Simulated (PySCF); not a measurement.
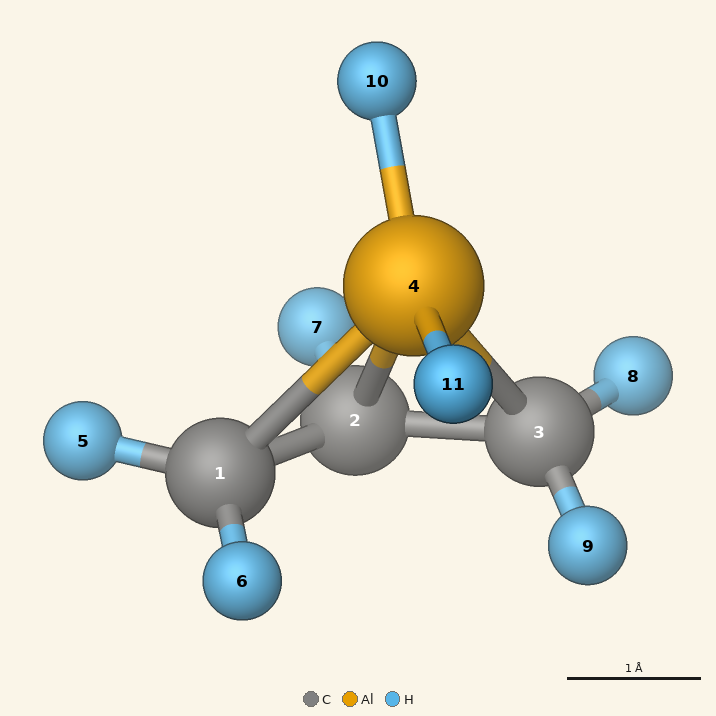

Orthographic view. Depth is shown by fading: the farther an atom, the more it takes the colour of the background. Computed geometry: PBE0-D3(BJ)/def2-SVP optimisation. No frequency run is at hand to confirm it as a minimum.

Give the geometry as a Z-matrix, atoms in numerical order, with these reference atoms: 2 to 1; 3 to 2, 1; 4 to 3, 2, 1; 5 to 1, 2, 3; 6 to 1, 5, 2; 7 to 2, 1, 5; 8 to 3, 2, 7; 9 to 3, 8, 2; 10 to 4, 3, 8; 11 to 4, 10, 2.

```
C  
C    1   1.394
C    2   1.420   1   124.8
Al   3   2.124   2    71.4   1   -54.7
H    1   1.091   2   119.9   3   170.4
H    1   1.096   5   116.7   2  -160.3
H    2   1.099   1   116.1   5    10.9
H    3   1.092   2   118.6   7   -15.1
H    3   1.097   8   115.5   2   149.8
H    4   1.584   3   118.8   8    29.6
H    4   1.583  10   127.6   2  -170.0
```
